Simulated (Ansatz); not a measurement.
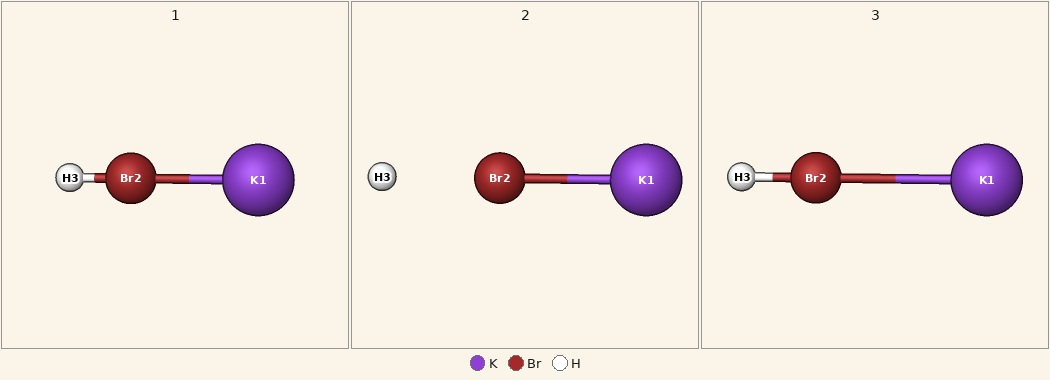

The system K⁺ + BrH. 
- First axis: distance K1–Br2. Second axis: distance Br2–H3.
- Nothing is relaxed (the angle K1–Br2–H3 is fixed at 180 degrees).
- Grid: 17 × 17 points.
- Points are written as (first, second).
- Energies: kJ/mol, counted from the lowest grid point.
- The reference is spin-restricted, so regions where a bond is pulled apart into radicals lie too high.
- Level of theory: RKS PBE0-D4/def2-TZVPD (Ansatz 0.2.0).

The numbered pictures are structures from this grid.

Question: Rank them by energy, lowest first.

Answer: 3, at (3.531 Å, 1.538 Å): 14 kJ/mol; 1, at (2.638 Å, 1.262 Å): 83 kJ/mol; 2, at (3.025 Å, 2.437 Å): 331 kJ/mol.

The map, with the structures marked:

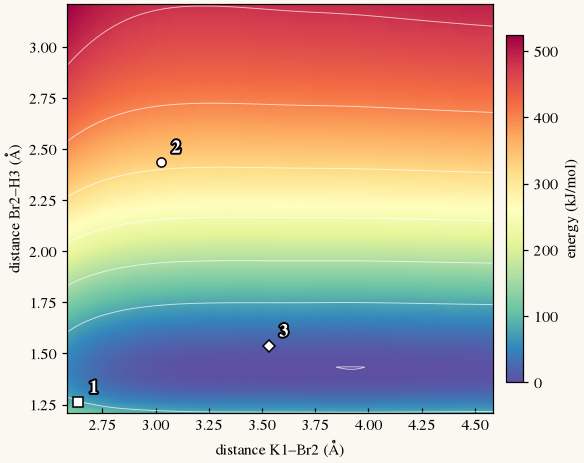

The picture shows a smooth colour map with a few white contour lines. Between grid points the surface is interpolated.
